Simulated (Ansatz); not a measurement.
# AlBH (quartet): wB97M-V, B2PLYP, PBE-QIDH, RPA-PBE over vertical spin and charge gaps and displaced geometries, 6-31G, part 2 of 2

Ansatz 0.2.0, Gaussian basis; 6-31G, all electrons in the functionals, frozen cores in the correlation of double hybrids and RPA.

## Step 14: B2PLYP, displaced geometry v1

Contents of in.yaml:

```yaml
crystal:
  periodic: [false, false, false]
  atoms:
    - {symbol: B, position_ang: [-0.015433, -0.009008, 1.838640]}
    - {symbol: Al, position_ang: [-0.016266, -0.025151, -0.109513]}
    - {symbol: H, position_ang: [0.031698, 0.034159, -1.729127]}
basis:
  gaussian: {orbitals: 6-31G}
magnetization: {spin_polarized: true, initial_magnetization: 3}
hamiltonian: {xc: {name: B2PLYP}}
correlation: {electrons: outside_noble_gas}
```

Run with:

```console
> ansatz run in.yaml --threads 1 --pin off --events-out ev --progress --plain --max-ram 2393MiB
```

The program printed (excerpt; [...] marks lines left out):

```text
Functional definition: B2PLYP
  name "B2PLYP"
  cite "Grimme, J. Chem. Phys. 124, 034108 (2006) doi:10.1063/1.2148954"
  cite "Becke, Phys. Rev. A 38, 3098 (1988) doi:10.1103/PhysRevA.38.3098"
  cite "Lee, Yang & Parr, Phys. Rev. B 37, 785 (1988) doi:10.1103/PhysRevB.37.785"
[...]
296 factors; integrals over basis functions are off by at most 1.3e-4 eV
[...]
mean field -7277.93007469 eV, -267.4589970868 hartree, gradient 8.3e-6 eV, S^2 3.752578; 0 other end points of the search recorded, 0 dependent functions left out
6 core orbitals not correlated: weight in the atoms' cores, before any rotation towards them, 1.000 or more for the frozen orbitals, at most 0.000 for the correlated occupied ones
reference -7277.93020709 eV, -267.4590019524 hartree; 5, 2 occupied and 13, 16 virtual orbitals, 296 factors
second order -2.23889454 eV of doubles, -0.00000000 eV of singles
Total energy: -7278.53470862 eV, -267.4812169737 hartree
```

It took 1.5 s on 1 thread of Arm Neoverse N1, shared host.

From the report: ⟨S²⟩ of the determinant 3.753 (pure quartet: 3.75).

From charge 0, quartet: +0.3 kJ/mol.

## Step 15: B2PLYP, displaced geometry v2

Contents of in.yaml:

```yaml
crystal:
  periodic: [false, false, false]
  atoms:
    - {symbol: B, position_ang: [0.084376, 0.005225, 1.811998]}
    - {symbol: Al, position_ang: [-0.080498, 0.013599, -0.113409]}
    - {symbol: H, position_ang: [-0.003878, -0.018825, -1.698589]}
basis:
  gaussian: {orbitals: 6-31G}
magnetization: {spin_polarized: true, initial_magnetization: 3}
hamiltonian: {xc: {name: B2PLYP}}
correlation: {electrons: outside_noble_gas}
```

Launched as before.

The program printed (excerpt; [...] marks lines left out):

```text
Functional definition: B2PLYP
  name "B2PLYP"
  cite "Grimme, J. Chem. Phys. 124, 034108 (2006) doi:10.1063/1.2148954"
  cite "Becke, Phys. Rev. A 38, 3098 (1988) doi:10.1103/PhysRevA.38.3098"
  cite "Lee, Yang & Parr, Phys. Rev. B 37, 785 (1988) doi:10.1103/PhysRevB.37.785"
[...]
296 factors; integrals over basis functions are off by at most 1.3e-4 eV
[...]
mean field -7277.93273792 eV, -267.4590949586 hartree, gradient 7.7e-6 eV, S^2 3.752583; 0 other end points of the search recorded, 0 dependent functions left out
6 core orbitals not correlated: weight in the atoms' cores, before any rotation towards them, 1.000 or more for the frozen orbitals, at most 0.000 for the correlated occupied ones
reference -7277.93286885 eV, -267.4590997701 hartree; 5, 2 occupied and 13, 16 virtual orbitals, 296 factors
second order -2.20457495 eV of doubles, -0.00000000 eV of singles
Total energy: -7278.52810409 eV, -267.4809742616 hartree
```

Run time: 1.5 s. Hardware: 1 thread of Arm Neoverse N1, shared host.

From the report: ⟨S²⟩ of the determinant 3.753 (pure quartet: 3.75).

From charge 0, quartet: +0.9 kJ/mol.

## Step 16: PBE-QIDH, charge 0, quartet

Contents of in.yaml:

```yaml
crystal:
  periodic: [false, false, false]
  atoms:
    - {symbol: B, position_ang: [0.000000, 0.000000, 1.817000]}
    - {symbol: Al, position_ang: [0.000000, 0.000000, -0.120000]}
    - {symbol: H, position_ang: [0.000000, 0.000000, -1.697000]}
basis:
  gaussian: {orbitals: 6-31G}
magnetization: {spin_polarized: true, initial_magnetization: 3}
hamiltonian: {xc: {name: PBE-QIDH}}
correlation: {electrons: outside_noble_gas}
```

The command is unchanged.

The program printed (excerpt; [...] marks lines left out):

```text
Functional definition: PBE-QIDH
  name "PBE-QIDH"
  cite "Brémond, Sancho-García, Pérez-Jiménez & Adamo, J. Chem. Phys. 141, 031101 (2014) doi:10.1063/1.4890314"
  cite "Perdew, Burke & Ernzerhof, Phys. Rev. Lett. 77, 3865 (1996) doi:10.1103/PhysRevLett.77.3865"
[...]
296 factors; integrals over basis functions are off by at most 1.3e-4 eV
[...]
mean field -7275.06606121 eV, -267.3537465325 hartree, gradient 7.2e-6 eV, S^2 3.753643; 0 other end points of the search recorded, 0 dependent functions left out
6 core orbitals not correlated: weight in the atoms' cores, before any rotation towards them, 1.000 or more for the frozen orbitals, at most 0.000 for the correlated occupied ones
reference -7275.06607362 eV, -267.3537469885 hartree; 5, 2 occupied and 13, 16 virtual orbitals, 296 factors
second order -1.91244377 eV of doubles, -0.00000000 eV of singles
Total energy: -7275.70355487 eV, -267.3771739926 hartree
```

Run time: 1.5 s. Hardware: 1 thread of Arm Neoverse N1, shared host.

From the report: ⟨S²⟩ of the determinant 3.754 (pure quartet: 3.75).

## Step 17: PBE-QIDH, charge 0, sextet

Changes to in.yaml since step 16:

```diff
@@ -8,3 +8,3 @@
   gaussian: {orbitals: 6-31G}
-magnetization: {spin_polarized: true, initial_magnetization: 3}
+magnetization: {spin_polarized: true, initial_magnetization: 5}
 hamiltonian: {xc: {name: PBE-QIDH}}
```

Launched as before.

The program printed (excerpt; [...] marks lines left out):

```text
Functional definition: PBE-QIDH
  name "PBE-QIDH"
  cite "Brémond, Sancho-García, Pérez-Jiménez & Adamo, J. Chem. Phys. 141, 031101 (2014) doi:10.1063/1.4890314"
  cite "Perdew, Burke & Ernzerhof, Phys. Rev. Lett. 77, 3865 (1996) doi:10.1103/PhysRevLett.77.3865"
[...]
296 factors; integrals over basis functions are off by at most 1.3e-4 eV
[...]
mean field -7268.36620473 eV, -267.1075313482 hartree, gradient 1.7e-7 eV, S^2 8.752607; 8 other end points of the search recorded, 0 dependent functions left out
6 core orbitals not correlated: weight in the atoms' cores, before any rotation towards them, 1.000 or more for the frozen orbitals, at most 0.000 for the correlated occupied ones
reference -7268.36621684 eV, -267.1075317933 hartree; 6, 1 occupied and 12, 17 virtual orbitals, 296 factors
second order -1.17628977 eV of doubles, -0.00000000 eV of singles
Total energy: -7268.75831343 eV, -267.1219410773 hartree
```

It took 7.5 s on 1 thread of Arm Neoverse N1, shared host.

From the report: ⟨S²⟩ of the determinant 8.753 (pure sextet: 8.75).

From charge 0, quartet: +670.1 kJ/mol.

## Step 18: RPA-PBE, charge 0, quartet

Contents of in.yaml:

```yaml
crystal:
  periodic: [false, false, false]
  atoms:
    - {symbol: B, position_ang: [0.000000, 0.000000, 1.817000]}
    - {symbol: Al, position_ang: [0.000000, 0.000000, -0.120000]}
    - {symbol: H, position_ang: [0.000000, 0.000000, -1.697000]}
basis:
  gaussian: {orbitals: 6-31G}
magnetization: {spin_polarized: true, initial_magnetization: 3}
hamiltonian: {xc: {name: PBE}}
correlation: {method: rpa, electrons: outside_noble_gas}
```

The command is unchanged.

The program printed (excerpt; [...] marks lines left out):

```text
Functional definition: PBE
  name "PBE"
  cite "Perdew, Burke & Ernzerhof, Phys. Rev. Lett. 77, 3865 (1996) doi:10.1103/PhysRevLett.77.3865"
  parent pbe
[...]
296 factors; integrals over basis functions are off by at most 1.3e-4 eV
[...]
mean field -7278.38301366 eV, -267.4756422867 hartree, gradient 2.8e-6 eV, S^2 3.751424; 0 other end points of the search recorded, 0 dependent functions left out
6 core orbitals not correlated: weight in the atoms' cores, before any rotation towards them, 1.000 or more for the frozen orbitals, at most 0.000 for the correlated occupied ones
reference -7264.78094889 eV, -266.9757756263 hartree; 5, 2 occupied and 13, 16 virtual orbitals, 296 factors
Total energy: -7268.75245563 eV, -267.1217258070 hartree
```

It took 1.1 s on 1 thread of Arm Neoverse N1, shared host.

From the report: ⟨S²⟩ of the determinant 3.751 (pure quartet: 3.75).

## Step 19: RPA-PBE, charge 0, doublet

Changes to in.yaml since step 18:

```diff
@@ -8,3 +8,3 @@
   gaussian: {orbitals: 6-31G}
-magnetization: {spin_polarized: true, initial_magnetization: 3}
+magnetization: {spin_polarized: true, initial_magnetization: 1}
 hamiltonian: {xc: {name: PBE}}
```

Same command.

The program printed (excerpt; [...] marks lines left out):

```text
Functional definition: PBE
  name "PBE"
  cite "Perdew, Burke & Ernzerhof, Phys. Rev. Lett. 77, 3865 (1996) doi:10.1103/PhysRevLett.77.3865"
  parent pbe
[...]
296 factors; integrals over basis functions are off by at most 1.3e-4 eV
[...]
mean field -7277.80141432 eV, -267.4542689054 hartree, gradient 7.6e-6 eV, S^2 1.687896; 21 other end points of the search recorded, 0 dependent functions left out
6 core orbitals not correlated: weight in the atoms' cores, before any rotation towards them, 1.000 or more for the frozen orbitals, at most 0.000 for the correlated occupied ones
reference -7263.73076996 eV, -266.9371822624 hartree; 4, 3 occupied and 14, 15 virtual orbitals, 296 factors
Total energy: -7268.09577795 eV, -267.0975933474 hartree
```

Run time: 16 s. Hardware: 1 thread of Arm Neoverse N1, shared host.

From the report: ⟨S²⟩ of the determinant 1.688 (pure doublet: 0.75). The determinant is far from a pure spin state, so its energy mixes those of several spin states (harmless only where they are near-degenerate, as at dissociation).

From charge 0, quartet: +63.4 kJ/mol.

## Step 20: RPA-PBE, charge 0, sextet

Changes to in.yaml since step 19:

```diff
@@ -8,3 +8,3 @@
   gaussian: {orbitals: 6-31G}
-magnetization: {spin_polarized: true, initial_magnetization: 1}
+magnetization: {spin_polarized: true, initial_magnetization: 5}
 hamiltonian: {xc: {name: PBE}}
```

Same command.

The program printed (excerpt; [...] marks lines left out):

```text
Functional definition: PBE
  name "PBE"
  cite "Perdew, Burke & Ernzerhof, Phys. Rev. Lett. 77, 3865 (1996) doi:10.1103/PhysRevLett.77.3865"
  parent pbe
[...]
296 factors; integrals over basis functions are off by at most 1.3e-4 eV
[...]
mean field -7271.75924623 eV, -267.2322233234 hartree, gradient 5.3e-6 eV, S^2 8.750622; 7 other end points of the search recorded, 0 dependent functions left out
6 core orbitals not correlated: weight in the atoms' cores, before any rotation towards them, 1.000 or more for the frozen orbitals, at most 0.000 for the correlated occupied ones
reference -7258.34284335 eV, -266.7391796117 hartree; 6, 1 occupied and 12, 17 virtual orbitals, 296 factors
Total energy: -7262.46567426 eV, -266.8906908531 hartree
```

It took 2.8 s on 1 thread of Arm Neoverse N1, shared host.

From the report: ⟨S²⟩ of the determinant 8.751 (pure sextet: 8.75).

From charge 0, quartet: +606.6 kJ/mol.

## Step 21: RPA-PBE, charge 1, triplet

Changes to in.yaml since step 20:

```diff
@@ -8,3 +8,4 @@
   gaussian: {orbitals: 6-31G}
-magnetization: {spin_polarized: true, initial_magnetization: 5}
+total_charge: 1
+magnetization: {spin_polarized: true, initial_magnetization: 2}
 hamiltonian: {xc: {name: PBE}}
```

Launched as before.

The program printed (excerpt; [...] marks lines left out):

```text
Functional definition: PBE
  name "PBE"
  cite "Perdew, Burke & Ernzerhof, Phys. Rev. Lett. 77, 3865 (1996) doi:10.1103/PhysRevLett.77.3865"
  parent pbe
[...]
296 factors; integrals over basis functions are off by at most 1.3e-4 eV
[...]
mean field -7270.28950372 eV, -267.1782112823 hartree, gradient 9.8e-7 eV, S^2 2.000482; 5 other end points of the search recorded, 0 dependent functions left out
6 core orbitals not correlated: weight in the atoms' cores, before any rotation towards them, 1.000 or more for the frozen orbitals, at most 0.000 for the correlated occupied ones
reference -7257.74231625 eV, -266.7171106476 hartree; 4, 2 occupied and 14, 16 virtual orbitals, 296 factors
Total energy: -7261.23149551 eV, -266.8453356203 hartree
```

It took 3 s on 1 thread of Arm Neoverse N1, shared host.

From the report: ⟨S²⟩ of the determinant 2.000 (pure triplet: 2.00).

From charge 0, quartet: +725.7 kJ/mol.

## Step 22: RPA-PBE, charge 1, quintet

Changes to in.yaml since step 21:

```diff
@@ -9,3 +9,3 @@
 total_charge: 1
-magnetization: {spin_polarized: true, initial_magnetization: 2}
+magnetization: {spin_polarized: true, initial_magnetization: 4}
 hamiltonian: {xc: {name: PBE}}
```

Launched as before.

The program printed (excerpt; [...] marks lines left out):

```text
Functional definition: PBE
  name "PBE"
  cite "Perdew, Burke & Ernzerhof, Phys. Rev. Lett. 77, 3865 (1996) doi:10.1103/PhysRevLett.77.3865"
  parent pbe
[...]
296 factors; integrals over basis functions are off by at most 1.3e-4 eV
[...]
mean field -7266.34344151 eV, -267.0331961712 hartree, gradient 6.8e-7 eV, S^2 6.002558; 0 other end points of the search recorded, 0 dependent functions left out
6 core orbitals not correlated: weight in the atoms' cores, before any rotation towards them, 1.000 or more for the frozen orbitals, at most 0.000 for the correlated occupied ones
reference -7253.16659725 eV, -266.5489560762 hartree; 5, 1 occupied and 13, 17 virtual orbitals, 296 factors
Total energy: -7257.22616974 eV, -266.6981426133 hartree
```

Run time: 1.7 s. Hardware: 1 thread of Arm Neoverse N1, shared host.

From the report: ⟨S²⟩ of the determinant 6.003 (pure quintet: 6.00).

From charge 0, quartet: +1112.1 kJ/mol.

## Step 23: RPA-PBE, displaced geometry v1

Contents of in.yaml:

```yaml
crystal:
  periodic: [false, false, false]
  atoms:
    - {symbol: B, position_ang: [-0.015433, -0.009008, 1.838640]}
    - {symbol: Al, position_ang: [-0.016266, -0.025151, -0.109513]}
    - {symbol: H, position_ang: [0.031698, 0.034159, -1.729127]}
basis:
  gaussian: {orbitals: 6-31G}
magnetization: {spin_polarized: true, initial_magnetization: 3}
hamiltonian: {xc: {name: PBE}}
correlation: {method: rpa, electrons: outside_noble_gas}
```

Launched as before.

The program printed (excerpt; [...] marks lines left out):

```text
Functional definition: PBE
  name "PBE"
  cite "Perdew, Burke & Ernzerhof, Phys. Rev. Lett. 77, 3865 (1996) doi:10.1103/PhysRevLett.77.3865"
  parent pbe
[...]
296 factors; integrals over basis functions are off by at most 1.3e-4 eV
[...]
mean field -7278.39218962 eV, -267.4759794970 hartree, gradient 1.6e-6 eV, S^2 3.751440; 0 other end points of the search recorded, 0 dependent functions left out
6 core orbitals not correlated: weight in the atoms' cores, before any rotation towards them, 1.000 or more for the frozen orbitals, at most 0.000 for the correlated occupied ones
reference -7264.75775042 eV, -266.9749230982 hartree; 5, 2 occupied and 13, 16 virtual orbitals, 296 factors
Total energy: -7268.77355701 eV, -267.1225012684 hartree
```

It took 1.2 s on 1 thread of Arm Neoverse N1, shared host.

From the report: ⟨S²⟩ of the determinant 3.751 (pure quartet: 3.75).

From charge 0, quartet: -2.0 kJ/mol.

## Step 24: RPA-PBE, displaced geometry v2

Contents of in.yaml:

```yaml
crystal:
  periodic: [false, false, false]
  atoms:
    - {symbol: B, position_ang: [0.084376, 0.005225, 1.811998]}
    - {symbol: Al, position_ang: [-0.080498, 0.013599, -0.113409]}
    - {symbol: H, position_ang: [-0.003878, -0.018825, -1.698589]}
basis:
  gaussian: {orbitals: 6-31G}
magnetization: {spin_polarized: true, initial_magnetization: 3}
hamiltonian: {xc: {name: PBE}}
correlation: {method: rpa, electrons: outside_noble_gas}
```

The command is unchanged.

The program printed (excerpt; [...] marks lines left out):

```text
Functional definition: PBE
  name "PBE"
  cite "Perdew, Burke & Ernzerhof, Phys. Rev. Lett. 77, 3865 (1996) doi:10.1103/PhysRevLett.77.3865"
  parent pbe
[...]
296 factors; integrals over basis functions are off by at most 1.3e-4 eV
[...]
mean field -7278.37483253 eV, -267.4753416358 hartree, gradient 1.4e-6 eV, S^2 3.751460; 0 other end points of the search recorded, 0 dependent functions left out
6 core orbitals not correlated: weight in the atoms' cores, before any rotation towards them, 1.000 or more for the frozen orbitals, at most 0.000 for the correlated occupied ones
reference -7264.77170877 eV, -266.9754360581 hartree; 5, 2 occupied and 13, 16 virtual orbitals, 296 factors
Total energy: -7268.74593848 eV, -267.1214863061 hartree
```

Run time: 1.1 s. Hardware: 1 thread of Arm Neoverse N1, shared host.

From the report: ⟨S²⟩ of the determinant 3.751 (pure quartet: 3.75).

From charge 0, quartet: +0.6 kJ/mol.

## Step 25: Against the wave-function levels

The yardstick is full CI for this spin, exact in this basis with these frozen cores. It comes from earlier runs at the same points. Energies in kJ/mol, counted from charge 0, quartet; blanks weren't run or aren't comparable.

```csv
level,quartet to doublet,quartet to sextet,ionisation to the triplet cation,ionisation to the quintet cation,displacement v1,displacement v2
FCI,105.4,619.4,726.1,1117.3,-1.6,0.7
wB97M-V,,685.7,746.6,1197.2,1.2,1.0
B2PLYP,,659.7,737.2,1169.0,0.3,0.9
PBE-QIDH,,670.1,,,,
RPA-PBE,,606.6,725.7,1112.1,-2.0,0.6
```

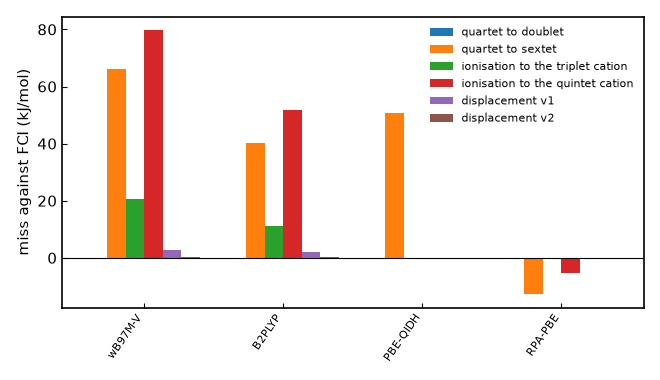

Misses of the gaps against FCI.

Largest miss and mean time a point (FCI took 11 s a point; shared hosts):

```csv
level,largest miss (kJ/mol),where,time a point
wB97M-V,+79.9,ionisation to the quintet cation,11 s
B2PLYP,+51.7,ionisation to the quintet cation,2.7 s
PBE-QIDH,+50.7,quartet to sextet,4.5 s
RPA-PBE,-12.8,quartet to sextet,3.9 s
```

## Step 26: Results

The summary covers parts 1 to 2.

| quantity | value |
| --- | --- |
| quartet to doublet, FCI | 105.4 kJ/mol |
| quartet to sextet, FCI | 619.4 kJ/mol |
| ionisation to the triplet cation, FCI | 726.1 kJ/mol |
| ionisation to the quintet cation, FCI | 1117.3 kJ/mol |
| displacement v1, FCI | -1.6 kJ/mol |
| displacement v2, FCI | 0.7 kJ/mol |
| largest miss, wB97M-V | +79.9 kJ/mol (ionisation to the quintet cation) |
| largest miss, B2PLYP | +51.7 kJ/mol (ionisation to the quintet cation) |
| largest miss, PBE-QIDH | +50.7 kJ/mol (quartet to sextet) |
| largest miss, RPA-PBE | -12.8 kJ/mol (quartet to sextet) |

In words: Misses are known at 5 of 6 points at best, and only functionals with that many are ranked. Of the functionals, RPA-PBE keep the smallest largest miss at the points compared (at most 12.8 kJ/mol) and wB97M-V strays most (79.9 kJ/mol, at ionisation to the quintet cation). wB97M-V, B2PLYP, RPA-PBE clearly break the spin symmetry at some points (⟨S²⟩ up to 0.94 above the pure value), so energy there is bought with a mixed spin. Functionals and the yardstick converge differently with the basis, so part of each miss in 6-31G is the basis.
